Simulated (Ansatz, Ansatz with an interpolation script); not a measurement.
## KRb2ScF6 (Fm-3m): what limits a Wannier interpolation of GW

Aim: vary the Wannier model and the GW settings for KRb2ScF6 (Fm-3m) and see what the interpolated bands lose.

Method: maximally localised Wannier functions, LDA, plane waves, PAW; PAW set soft_1, in Ansatz 0.2.0.

### 1. The starting structure

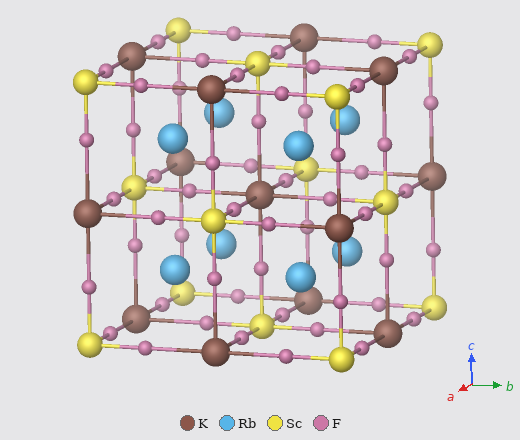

Start, viewed slightly off an axis; potassium brown, rubidium blue, scandium yellow, fluorine pink. This picture shows the conventional cell, with its axes. Some periodic images of atoms are drawn too.

The cell and positions come from the Crystallography Open Database and are kept as given unless a step says otherwise.

### 2. Wannier model on 8×8×8

Localised functions give a small Hamiltonian that interpolates between mesh points at no cost.

The input, input.yaml:

```yaml
crystal:
  lattice:
    - [0.0, 4.5095, 4.5095]
    - [4.5095, 0.0, 4.5095]
    - [4.5095, 4.5095, 0.0]
  atoms:
    - { symbol: K, position: [0.5, 0.5, 0.5] }
    - { symbol: Rb, position: [0.25, 0.25, 0.25] }
    - { symbol: Rb, position: [0.75, 0.75, 0.75] }
    - { symbol: Sc, position: [0.0, 0.0, 0.0] }
    - { symbol: F, position: [0.78, 0.22, 0.22] }
    - { symbol: F, position: [0.22, 0.78, 0.22] }
    - { symbol: F, position: [0.22, 0.78, 0.78] }
    - { symbol: F, position: [0.78, 0.22, 0.78] }
    - { symbol: F, position: [0.22, 0.22, 0.78] }
    - { symbol: F, position: [0.78, 0.78, 0.22] }
kpoints:
  mp_grid: { grid: [4, 4, 4] }
hamiltonian:
  xc: lda
  pseudopotentials: { kind: paw, azcp: { folder: soft_1 }, xc_functional: pbe }
scf:
  occupations: { method: fixed }
  n_extra_bands: 97
output:
  wannier:
    kmesh: [8, 8, 8]
    projections:
      - { species: F, l: p, shell: 2 }
      - { species: Rb, l: s, shell: 5 }
      - { species: Rb, l: p, shell: 4 }
      - { species: Sc, l: d, shell: 3 }
    minimise: true
    write_hr: true
    seedname: w
    conv_tol: 1.0e-06
    max_iter: 20000
    stability_check: false
    disentanglement:
      window: [-6.1, 13.94]
      frozen_window: [-6.1, 9.75]
      conv_tol: 1.0e-08
```

On the command line:

```console
ansatz run input.yaml --threads 2 --pin off --max-ram 92160MiB --backend cuda --events-out ev --progress --plain --runs-dir out --devices 1 --max-vram 13GiB
```

Numbers of over 12 decimals in the logs are rounded to 6 here.

The log of the run:

```text
scf.n_extra_bands = 97 over 40 filled bands (N_el = 80.0): the run solves 137 bands
GPUs: using 1 of 1 available (devices: 1).
Engine: ansatz 0.2.0, x86_64-unknown-linux-gnu
Pseudopotentials: kind: paw
Pseudopotential: K, paw, valence charge 9, recommended cutoff 420 eV (normal), soft_1/K.paw.azcp
Pseudopotential: Rb, paw, valence charge 9, recommended cutoff 420 eV (normal), soft_1/Rb.paw.azcp
Pseudopotential: Sc, paw, valence charge 11, recommended cutoff 420 eV (normal), soft_1/Sc.paw.azcp
Pseudopotential: F, paw, valence charge 7, recommended cutoff 420 eV (normal), soft_1/F.paw.azcp
Functional definition: SPW92
  exchange = slater_x
  correlation = pw_c
device memory: the entry about to start is reckoned to put 3.5 GiB on a device that reports 51.7 GiB free (of which the cap on the GPU budget leaves the run 13.0 GiB)
GPU FFT provider: cuFFT
GPU libraries: cuBLAS 13.8.2, cuFFT 12.4.0, cuSOLVER 12.3.4
Crystal: 10 atoms, lattice volume = 183.407 Å³
Basis set: ecut = 420 eV, 3647 PW (Γ)
Bands: 137, of which v1, the nominal top of the filled ones, is band 40 counted from 1 (39 counted from 0)
Symmetry: 48 space group operations
Space group: Fm-3m (ITA 225), of the structure as read, at distance tolerance 5.7e-5 Å
k-points: 8 of 64
Non-local potential: K, projectors of the file, l = 0: 3, l = 1: 2, l = 2: 2
Non-local potential: Rb, projectors of the file, l = 0: 3, l = 1: 2, l = 2: 2
Non-local potential: Sc, projectors of the file, l = 0: 3, l = 1: 2, l = 2: 3, l = 3: 1
Non-local potential: F, projectors of the file, l = 0: 2, l = 1: 2, l = 2: 1
PAW form: soft (Blöchl's): semilocal exchange-correlation on the pseudo side does not see the compensation charge
PAW frozen core: K, regenerated for the run's functional, and the local potential with it (the file was generated under x = pbe(κ = 0.804, μ = 0.219515), c = pbe(β = 0.066725))
PAW frozen core: Rb, regenerated for the run's functional, and the local potential with it (the file was generated under x = pbe(κ = 0.804, μ = 0.219515), c = pbe(β = 0.066725))
PAW frozen core: Sc, regenerated for the run's functional, and the local potential with it (the file was generated under x = pbe(κ = 0.804, μ = 0.219515), c = pbe(β = 0.066725))
PAW frozen core: F, regenerated for the run's functional, and the local potential with it (the file was generated under x = pbe(κ = 0.804, μ = 0.219515), c = pbe(β = 0.066725))
PAW one-centre angular grid: K, 110 points (default); XC on 64 Gauss nodes
PAW one-centre angular grid: Rb, 110 points (default); XC on 64 Gauss nodes
PAW one-centre angular grid: Sc, 590 points (default); XC on 64 Gauss nodes
PAW one-centre angular grid: F, 110 points (default); XC on 64 Gauss nodes
[...]
SCF iter   4: F=—  HF=-14705.879354 eV  |F-HF|=—  |Δ(HF+E_count)|=   9.48e-2  Δρ=7.98e-3  dr2=1.38e-1  ethr=8.77e-4  ⟨swp⟩=3.0  Hψ=1609  notcnv=0  defer=744
SCF iter   5: F=—  HF=-14705.843121 eV  |F-HF|=—  |Δ(HF+E_count)|=   3.62e-2  Δρ=1.77e-3  dr2=5.47e-3  ethr=1.72e-4  ⟨swp⟩=2.4  Hψ=713  notcnv=0  defer=749
SCF iter   6: F=—  HF=-14705.843017 eV  |F-HF|=—  |Δ(HF+E_count)|=   1.05e-4  Δρ=6.53e-4  dr2=6.92e-4  ethr=6.84e-6  ⟨swp⟩=2.0  Hψ=571  notcnv=0  defer=754
SCF iter   7: F=—  HF=-14705.842861 eV  |F-HF|=—  |Δ(HF+E_count)|=   1.56e-4  Δρ=8.60e-5  dr2=1.21e-5  ethr=8.65e-7  ⟨swp⟩=2.0  Hψ=549  notcnv=0  defer=749
SCF iter   8: F=—  HF=-14705.843129 eV  |F-HF|=—  |Δ(HF+E_count)|=   2.68e-4  Δρ=1.52e-5  dr2=3.51e-7  ethr=1.51e-8  ⟨swp⟩=1.0  Hψ=1096  notcnv=0  defer=737
SCF iter   9: F=-14705.843129 eV  HF=-14705.843129 eV  |F-HF|=2.57e-8  |Δ(HF+E_count)|=   2.25e-8  Δρ=4.77e-6  dr2=3.71e-8  ethr=1.25e-10  ⟨swp⟩=13.9  Hψ=8725  notcnv=0
SCF 1 converged in 9 iterations: F = -14705.843129 eV  dr2 = 3.71e-8
[...]
device memory: the entry about to start is reckoned to put 4.1 GiB (of the 4.2 GiB reckoned in all, the device holds 0.1 GiB already) on a device that reports 48.0 GiB free (of which the cap on the GPU budget leaves the run 12.9 GiB)
NSCF: frozen V_eff on 8 k-points
[...]
device memory: the entry about to start is reckoned to put 3.0 GiB on a device that reports 48.1 GiB free (of which the cap on the GPU budget leaves the run 13.0 GiB)
NSCF: frozen V_eff on 32 k-points
the Wannier pass solved 32 of the 512 points of its mesh, and has the states at the others by symmetry: states obtained by the crystal's operations at points that were solved too leave a residual of 5.07e-13 eV (read by the count's bands and the next), within 5.56e-6 eV
SCF converged after 9 iterations
Free energy (F): -14705.843129 eV
Harris-Foulkes:  -14705.843129 eV  (|F-HF|=2.57e-8)
Internal energy: -14705.843129 eV  (E = F + TS)
E sigma→0 (E₀):  -14705.843129 eV
Fermi energy:    1.119091 eV
--- Per-component energies (eV) ---
  E_band       = -674.348360
  E_kinetic    = 2004.737763
  E_local      = -6834.823336  (includes V_loc(G=0)·N_el)
  E_nonlocal   = 1075.883582
  E_hartree    = 2462.195811
  E_xc         = -918.509183
  E_vxc        = -1116.096691  (∫ρ·V_xc dr)
  E_paw        = -7891.627833  (= ΣΔE_a)
  E_vpaw       = -728.438168  (= ΣTr[D̂ρ^β])
  E_aug_tail   = 0.004256  (compensation charges beyond the density's cutoff)
  E_ewald      = -4605.488640
  E_core_change = 1.784451  (= ΣΔE_core)
  E_smearing   = -0.000000  (= −TS)
  E_closure    = -0.000000  (closes the sum)
  Σ components = -14705.843129   (vs F -14705.843129, Δ=0.00e0)
--- Band table (eV; the first three rows and the last of 8) ---
  k-point 0: bands = [... 36 lower, 0.9141, 1.1191, 1.1191, 1.1191, 7.3499, 8.6048, 8.6048, 8.6048, ... 93 higher]
  k-point 1: bands = [... 36 lower, 0.8280, 1.0628, 1.0628, 1.0805, 7.9626, 8.6670, 8.6670, 8.6763, ... 93 higher]
  k-point 2: bands = [... 36 lower, 0.7437, 1.0044, 1.0044, 1.0336, 8.7273, 8.7273, 8.7284, 9.2907, ... 93 higher]
  k-point 7: bands = [... 36 lower, 0.7918, 0.8642, 1.0146, 1.0146, 8.7275, 8.7275, 8.7978, 9.8074, ... 93 higher]
Wannier search: line search 1 of at most 20000: gauge-dependent spread (as the search counts it) 2.9283905 Å², largest recent change 8.3e-1 Å² against conv_tol 1.0e-6 Å², 0 stops escaped
```

Wall time 35 s (1 × NVIDIA H100 80GB HBM3 (shared by 6 runs) with 2 threads of AMD EPYC 7R13 (Zen 3), shared host); peak memory 2.3 GiB.

This step gave:

```yaml
gauge_invariant_spread: 39.43 Å²
diagonal_spread: 0.01782 Å²
off_diagonal_spread: 1.861 Å²
total_spread: 41.31 Å²
least_projectability: 0.6985
localisation_steps: 69
disentanglement_steps: 133
r_m_s_interpolation_error: 0.001079 eV
r_m_s_error_near_the_gap: 0.001218 eV
```

Near the gap the model misses directly solved bands by 1.2 meV r.m.s. and by 38 meV at most in the window tested. This tests the starting bands, not the corrections carried with them.

### 3. Wannier model on 4×4×4

input.yaml: that of step 2 with these lines changed.

```diff
@@ -26,3 +26,3 @@
   wannier:
-    kmesh: [8, 8, 8]
+    kmesh: [4, 4, 4]
     projections:
```

The log of the run:

```text
[...]
GPUs: using 1 of 1 available (devices: 1).
[...]
GPU FFT provider: cuFFT
GPU libraries: cuBLAS 13.8.2, cuFFT 12.4.0, cuSOLVER 12.3.4
Crystal: 10 atoms, lattice volume = 183.407 Å³
Basis set: ecut = 420 eV, 3647 PW (Γ)
Bands: 137, of which v1, the nominal top of the filled ones, is band 40 counted from 1 (39 counted from 0)
Symmetry: 48 space group operations
[...]
k-points: 8 of 64
[...]
GPU buffer pool allocated for 91125 grid points (all kernels)
[...]
SCF iter   1: F=—  HF=-14716.644699 eV  |F-HF|=—  |Δ(HF+E_count)|=         —  Δρ=1.61e-1  dr2=4.15e1  ethr=3.10e-3  ⟨swp⟩=4.4  Hψ=3970  notcnv=0  defer=745
[...]
SCF iter   9: F=-14705.843129 eV  HF=-14705.843129 eV  |F-HF|=2.57e-8  |Δ(HF+E_count)|=   2.25e-8  Δρ=4.77e-6  dr2=3.71e-8  ethr=1.25e-10  ⟨swp⟩=13.9  Hψ=8725  notcnv=0
SCF 1 converged in 9 iterations: F = -14705.843129 eV  dr2 = 3.71e-8
[...]
NSCF: frozen V_eff on 8 k-points
[...]
SCF converged after 9 iterations
Free energy (F): -14705.843129 eV
[...]
Internal energy: -14705.843129 eV  (E = F + TS)
E sigma→0 (E₀):  -14705.843129 eV
Fermi energy:    1.119091 eV
[...]
--- Band table (eV; the first three rows and the last of 8) ---
  k-point 0: bands = [... 36 lower, 0.9141, 1.1191, 1.1191, 1.1191, 7.3499, 8.6048, 8.6048, 8.6048, ... 93 higher]
  k-point 1: bands = [... 36 lower, 0.8280, 1.0628, 1.0628, 1.0805, 7.9626, 8.6670, 8.6670, 8.6763, ... 93 higher]
  k-point 2: bands = [... 36 lower, 0.7437, 1.0044, 1.0044, 1.0336, 8.7273, 8.7273, 8.7284, 9.2907, ... 93 higher]
  k-point 7: bands = [... 36 lower, 0.7918, 0.8642, 1.0146, 1.0146, 8.7275, 8.7275, 8.7978, 9.8074, ... 93 higher]
[...]
```

Run time: 12 s. Hardware: 1 × NVIDIA H100 80GB HBM3 (shared by 6 runs) with 2 threads; peak memory 1.1 GiB.

Numbers from this step:

```yaml
gauge_invariant_spread: 35.14 Å²
diagonal_spread: 0.003946 Å²
off_diagonal_spread: 1.691 Å²
total_spread: 36.83 Å²
least_projectability: 0.6876
localisation_steps: 28
disentanglement_steps: 79
r_m_s_interpolation_error: 0.008324 eV
r_m_s_error_near_the_gap: 0.009390 eV
```

Near the gap the model misses directly solved bands by 9.4 meV r.m.s. and by 206 meV at most in the window tested. This tests the starting bands, not the corrections carried with them.

Frozen up to 8.63 eV; above it the model need not follow the bands. The electronic bands at the labelled points (eV, zero at the valence-band top; v1 is the highest filled band, c1 the lowest empty one):

| point | v4 | v3 | v2 | v1 | c1 | c2 | c3 | c4 |
| --- | --- | --- | --- | --- | --- | --- | --- | --- |
| Γ | -0.21 | 0.00 | 0.00 | 0.00 | 6.23 | 7.49 | 7.49 | 7.49 |
| X | -0.25 | -0.25 | -0.25 | -0.01 | 7.52 | 7.68 | 7.68 | 8.17 |
| U | -0.32 | -0.21 | -0.20 | -0.05 | 7.57 | 7.66 | 7.66 | 8.49 |
| jump to K | -0.32 | -0.21 | -0.20 | -0.05 | 7.57 | 7.66 | 7.66 | 8.49 |
| Γ | -0.21 | 0.00 | 0.00 | 0.00 | 6.23 | 7.49 | 7.49 | 7.49 |
| L | -0.38 | -0.11 | -0.11 | -0.09 | 7.61 | 7.61 | 7.61 | 8.17 |
| W | -0.33 | -0.26 | -0.10 | -0.10 | 7.61 | 7.61 | 7.68 | 8.80 |
| X | -0.25 | -0.25 | -0.25 | -0.01 | 7.52 | 7.68 | 7.68 | 8.17 |

The same for Kohn-Sham, solved directly:

```csv
point,v4,v3,v2,v1,c1,c2,c3,c4
Γ,-0.20,0.00,0.00,0.00,6.23,7.49,7.49,7.49
X,-0.25,-0.25,-0.25,-0.01,7.52,7.68,7.68,8.17
U,-0.33,-0.21,-0.20,-0.05,7.57,7.66,7.66,8.47
K,-0.33,-0.21,-0.20,-0.05,7.57,7.66,7.66,8.47
Γ,-0.20,0.00,0.00,0.00,6.23,7.49,7.49,7.49
L,-0.38,-0.11,-0.11,-0.09,7.61,7.61,7.61,8.17
W,-0.33,-0.25,-0.10,-0.10,7.61,7.61,7.68,8.69
X,-0.25,-0.25,-0.25,-0.01,7.52,7.68,7.68,8.17
```

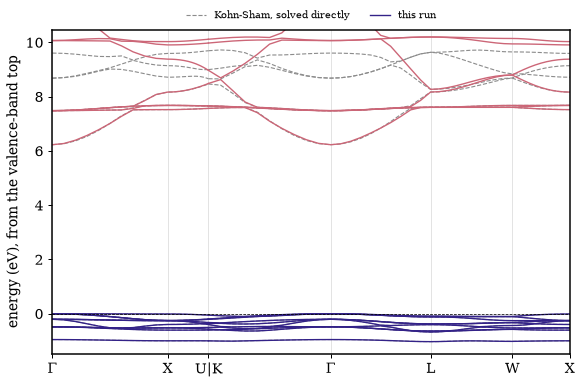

Electronic bands along the path; lines of filled and empty bands in two colours; dashed: Kohn-Sham, solved directly.

### 4. A faulty Wannier input

This step: maximally localised Wannier functions, LDA, plane waves, PAW.

input.yaml: that of step 3 with these lines changed.

```diff
@@ -36,3 +36,3 @@
     conv_tol: 1.0e-06
-    max_iter: 20000
+    max_iter: 3
     stability_check: false
```

On the command line:

```console
ansatz run input.yaml --threads 2 --pin off --max-ram 92160MiB --backend cpu --events-out ev --progress --plain --runs-dir out
```

The log of the run:

```text
Error: invalid value for `output.wannier.max_iter`: must be ≥ 5; got 3
```

Elapsed: 0.15 s, on 2 threads; peak memory 0.083 GiB.

The input was rejected at the start.

The program's message: “Error: invalid value for `output.wannier.max_iter`: must be ≥ 5; got 3”

The fault put into this input: too few iterations.

### 5. G0W0: 4×4×4 mesh, 765 empty bands, screening to 150 eV, PAW set soft_1 files

Now the one-shot GW correction: screening in the RPA, then the self-energy of the levels asked for.

This step: G0W0 on LDA, plane waves, PAW; PAW set soft_1.

input.yaml, the sections that differ from step 4:

```yaml
scf:
  occupations: { method: fixed }
gw:
  n_empty_bands: 765
  ecut_chi: 150.0
  qp_bands: [v24, c5]
  screening: { model: contour_deformation }
# crystal, kpoints, hamiltonian: as in step 4
# output: removed
```

On the command line:

```console
ansatz run input.yaml --threads 2 --pin off --max-ram 92160MiB --backend cuda --events-out ev --progress --plain --runs-dir out --devices 1 --max-vram 13GiB
```

The log of the run:

```text
GPUs: using 1 of 1 available (devices: 1).
[...]
GPU FFT provider: cuFFT
GPU libraries: cuBLAS 13.8.2, cuFFT 12.4.0, cuSOLVER 12.3.4
Crystal: 10 atoms, lattice volume = 183.407 Å³
Basis set: ecut = 420 eV, 3647 PW (Γ)
Bands: 50, of which v1, the nominal top of the filled ones, is band 40 counted from 1 (39 counted from 0)
Symmetry: 48 space group operations
[...]
k-points: 8 of 64
[...]
7    41      8.7274   -11.3323    -5.7394   -20.1158  0.8089    11.8853    11.7715  root ?
     7    42      8.7274   -11.3323    -5.7394   -20.1158  0.8089    11.8853    11.7715  root ?
     7    43      8.7977   -12.0475    -5.7508   -20.8806  0.8046    11.9991    11.8800  root ?
     7    44      9.8074    -7.0036    -3.1622   -12.0251  0.8681    11.6898    11.6668  root
     7    45      9.8074    -7.0036    -3.1622   -12.0251  0.8681    11.6898    11.6668  root
[key lines of the parts left out:]
SCF converged after 9 iterations
Free energy (F): -14705.843129 eV
Fermi energy:    1.119152 eV
```

Run time: 2.3 min. Hardware: 1 × NVIDIA H100 80GB HBM3 (shared by 6 runs) with 2 threads; peak memory 2.2 GiB; 3.3 min of CPU time.

The G0W0 gap on the mesh is 9.818 eV.

(Continued in part 2 of 2.)

[Paths, hosts, dates, memory and timing lines, banners, echoed tables and standing remarks are left out of the program output.]

[Logs are printed without paths, hosts, clocks, repeated set-up lines and the standing remarks that a program may print on its own settings, such as how far it seeks lower states.]

[Runs of the session that timed out or met a known fault of the program may be left out.]

[Hosts, paths, dates, database ids (printed as entryN), source tags and the programs' standing remarks are cut or masked in the printed files.]
